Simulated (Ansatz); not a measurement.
Input file:

```
crystal:
  periodic: [false, false, false]
  atoms:
    - {symbol: Si, position_ang: [-0.551781, 0.044780, -0.077552]}
    - {symbol: O, position_ang: [-0.219280, -1.483743, 0.988909]}
    - {symbol: H, position_ang: [-1.609304, 0.042011, -1.127238]}
    - {symbol: H, position_ang: [-1.323975, 0.605382, 1.094799]}
    - {symbol: C, position_ang: [0.865291, 1.240860, -0.288596]}
    - {symbol: H, position_ang: [0.085315, -1.787952, -0.029349]}
    - {symbol: H, position_ang: [0.251002, -1.195521, -1.025768]}
    - {symbol: H, position_ang: [-0.978390, -1.909996, 1.408214]}
    - {symbol: H, position_ang: [1.308938, 1.168545, -1.282262]}
    - {symbol: H, position_ang: [0.529849, 2.264882, -0.107176]}
    - {symbol: H, position_ang: [1.642335, 1.010753, 0.445917]}
basis:
  gaussian: {orbitals: def2-TZVPP}
hamiltonian: {xc: pbe0, dispersion: d4}
output: {orbitals: {seedname: orbitals}}
```

Launched as:

```sh
ansatz run in.yaml --threads 4 --pin off --events-out ev --progress --plain --max-ram 9574MiB
```

A transition-state structure; geometry: PBE0-D4/def2-TZVP.

The calculation used RKS PBE0-D4/def2-TZVPP in Ansatz 0.2.0.

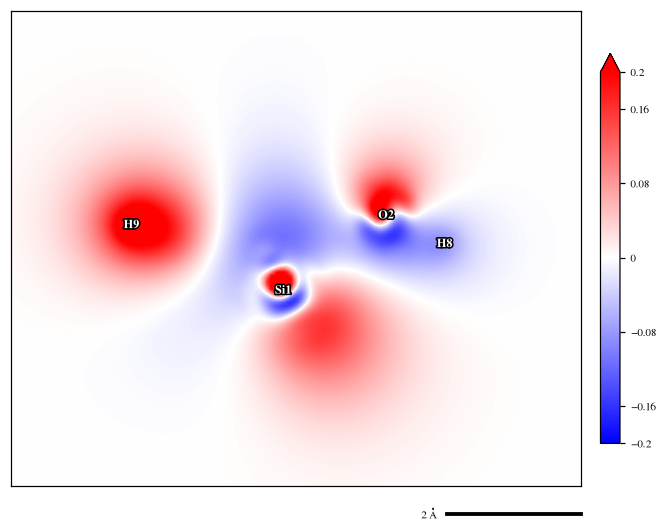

CH7OSi···H. The HOMO−1 on the plane of atoms Si1, O2 and H8 (values in Å⁻³ᐟ²; the overall sign is arbitrary).

Where does this orbital lie, and at what energy?

Answer. It lies mainly on Si1 (about 30 %), H4 (about 25 %), O2 (about 15 %) and H7 (about 10 %). Its energy is −8.78 eV.
